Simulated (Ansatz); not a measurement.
## Electronic structure of CHAlN (charge +1) in real space

```
atom   x (Å)   y (Å)    z (Å)
   C  0.0000  0.0000  -0.8520
  Al  0.0000  0.0000   2.4872
   N  0.0000  0.0000   0.2932
   H  0.0000  0.0000  -1.9285
```

Geometry: r2SCAN-D4/def2-TZVP.

The calculation used isolated molecule in a Gaussian basis; Kohn-Sham density functional theory, functional PBE0 (Ansatz).

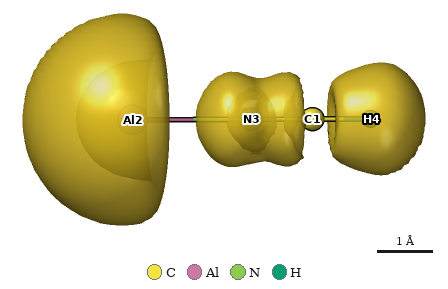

Figure 1. Isosurface of the ELF at 0.75 (yellow), seen from one side. Core shells and regions of very low density are left out.

Question: What do the ELF domains correspond to?

Answer: At this value the surface marks out one region around a hydrogen nucleus, one region on N in which the atom's valence shell and bonds are merged and one region wrapped around Al (its valence shell). Along the contacts the grid gives the following. C–N (1.15 Å): the ELF peaks at about 0.85 between the atoms (a multiple bond). Al–N (2.19 Å): the ELF peaks at about 0.95 in the valence shell of N, 0.6 Å from its nucleus, and is about 0.60 at the midpoint.

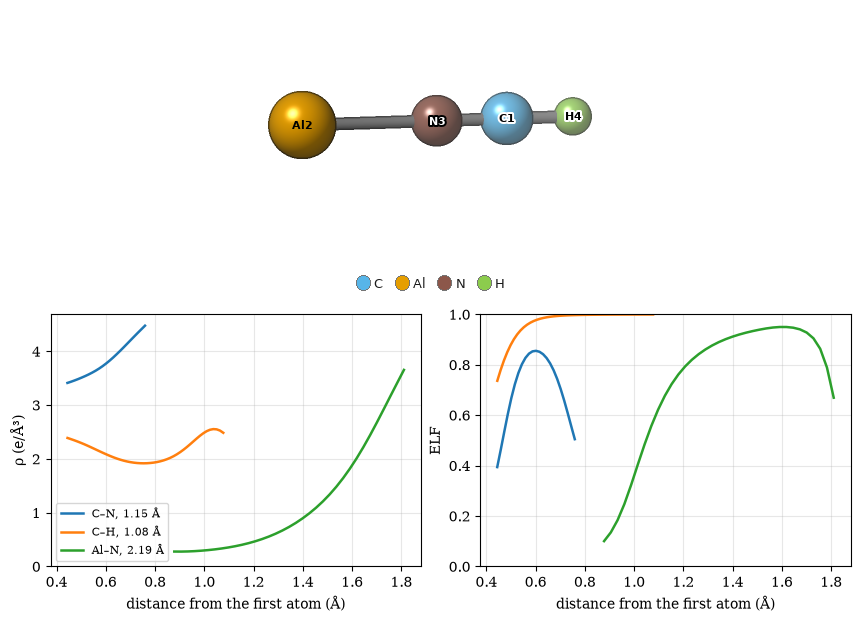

Figure 2. Electron density and electron localisation function along straight lines between neighbouring atoms. The curves leave out the atomic cores. The structure is drawn too.

Question: What can be read from the curves?

Answer: C–N (1.15 Å): ρ is about 3.7 e/Å³ halfway; the ELF peaks at about 0.85 between the atoms; a multiple bond.
C–H (1.08 Å): ρ is about 2.2 e/Å³ halfway; the ELF climbs to about 1 towards the hydrogen, as it does in any bond to H (an ordinary covalent bond to hydrogen).
Al–N (2.19 Å): ρ is about 0.35 e/Å³ halfway, with its minimum of 0.28 e/Å³ about 0.9 Å from Al; the ELF peaks at about 0.95 in the valence shell of N, 0.6 Å from its nucleus, and is about 0.60 at the midpoint.

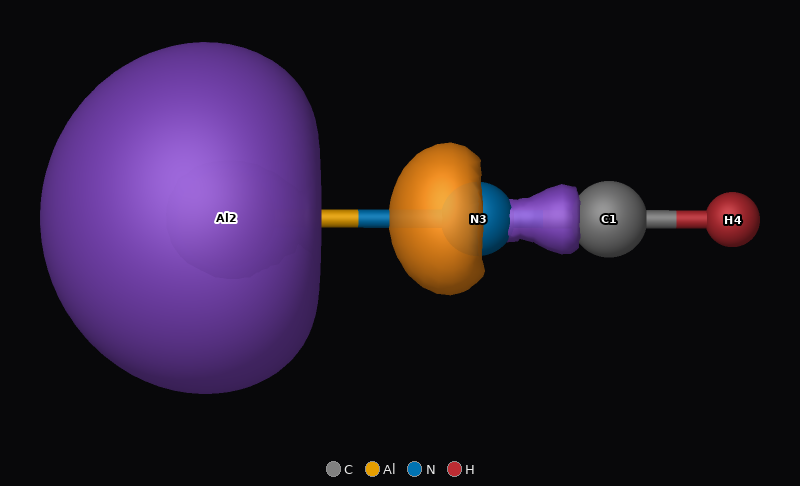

Figure 3. The HOMO at ±0.15 Å⁻³ᐟ² (orange and purple are the two phases), seen from one side.

Question: Describe this orbital and give its energy.

Answer: Its weight (Hirshfeld) is mainly on Al2 (about 90 %) and N3 (about 10 %); it is of σ type. Its energy is −12.89 eV.
